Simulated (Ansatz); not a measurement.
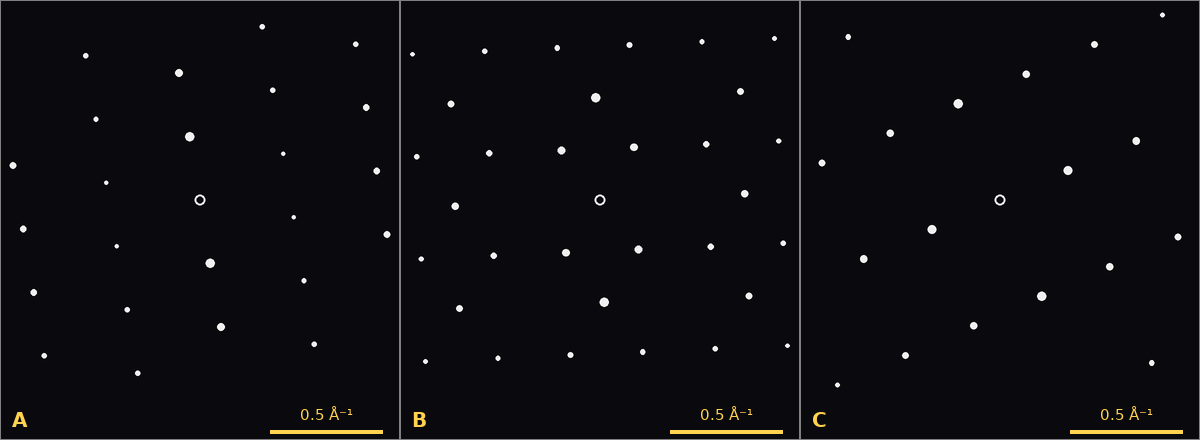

Kinematic electron diffraction patterns (200 kV, B = 0.5 Å², same scale, each along a low-index zone) of three structures of composition TaBe, each relaxed at zero pressure with Ansatz 0.2.0, DFT PBE, scalar-relativistic, plane waves, PAW.

The structures (standard cells):
1. Pm-3m (No. 221), a = 2.993 Å, 2 atoms; generated start, possibly hypothetical
2. Fd-3m (No. 227), a = 6.133 Å, 16 atoms; generated start, possibly hypothetical
3. Cmmm (No. 65), a = 5.628 Å, b = 6.911 Å, c = 2.765 Å, 8 atoms; generated start, possibly hypothetical

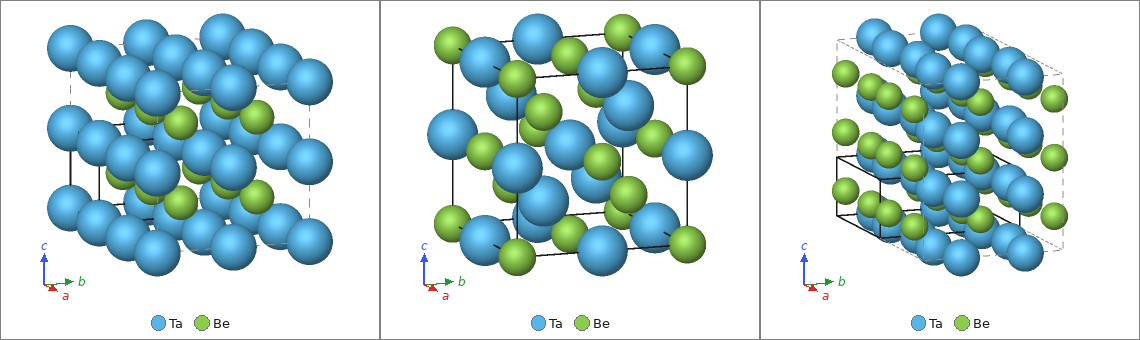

Drawings of the structures 1 to 3, from left to right (each may span several cells).

Q: Which pattern belongs to which structure, and along which zone?

A: A is structure 3 along [101] or an equivalent direction: centred rectangular net of 0 2 0 at d = 3.46 Å and 1 1 -1 at d = 2.34 Å, 70.2° apart. B is structure 2 along [110] or an equivalent direction: centred rectangular net of -1 1 -1 at d = 3.54 Å and -1 1 1 at d = 3.54 Å, 70.5° apart (some points of this net are extinct or too weak to see). C is structure 1 along [110] or an equivalent direction: rectangular net of 0 0 1 at d = 2.99 Å and 1 -1 0 at d = 2.12 Å, 90.0° apart.

Q: Which structure lies lowest at this level of theory, and by how much?

A: Structure 3 (Cmmm, 13.45 Å³ an atom) is the lowest of these; structure 1 (Pm-3m, 13.40 Å³ an atom) lies about 110 meV an atom higher; structure 2 (Fd-3m, 14.42 Å³ an atom) lies about 590 meV an atom higher. These are static energies at 0 K; other structures, not shown, may lie lower still.
